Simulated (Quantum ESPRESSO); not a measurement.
The S K edge of atom 3 in NdS2 (P4/nmm), with 1 Nd at 2.92 Å and 4 Nd at 2.94 Å (5-fold, site symmetry 4mm), was computed in 2 ways: excited-electron core hole (neutral cell) and no core hole. Program and functional: Quantum ESPRESSO XSpectra, LDA, without spin-orbit coupling, Lorentzian half width 0.3 eV up to 4 eV, rising linearly to 2.5 eV at 25 eV; cells of 6 and 12 atoms (the run without a hole in the smaller).

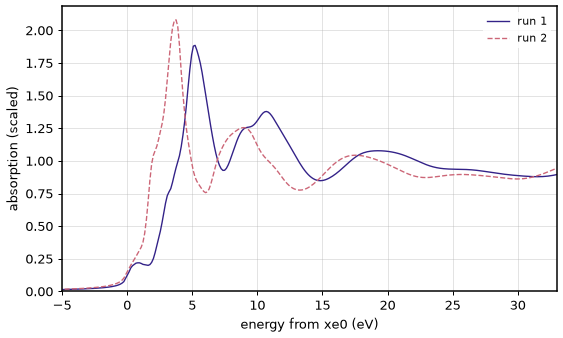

Each run is counted from its own lowest empty level or Fermi level and scaled to a mean of 1 over its first 20 eV.

Q: Which run is which?

Run 1: no core hole (area from −2 to 6 eV 5.0, main maxima 5.2 eV (1.89), 10.7 eV (1.38) and 19.2 eV (1.08)). Run 2: excited-electron core hole (neutral cell) (area from −2 to 6 eV 6.3, main maxima 3.8 eV (2.08), 9.0 eV (1.26) and 17.5 eV (1.04)). With each curve scaled to its own mean, the area from −2 to 6 eV with the hole is 6.3 against 5.0, and the centre of weight from −1 to 20 eV moves by -0.7 eV: the hole pulls the absorber's empty states down.

[Hosts, paths, dates, database ids (printed as entryN), source tags and the programs' standing remarks are cut or masked in the printed files.]

[Lists of maxima count a maximum above −3 eV only where it reaches 4 % of the highest in the window and stands out from its surroundings by 2 % of it (1.5 % where it reaches 55 %); shoulders and weaker maxima are passed over, and of the rest the first, up to two pre-edge ones and the few strongest are named.]
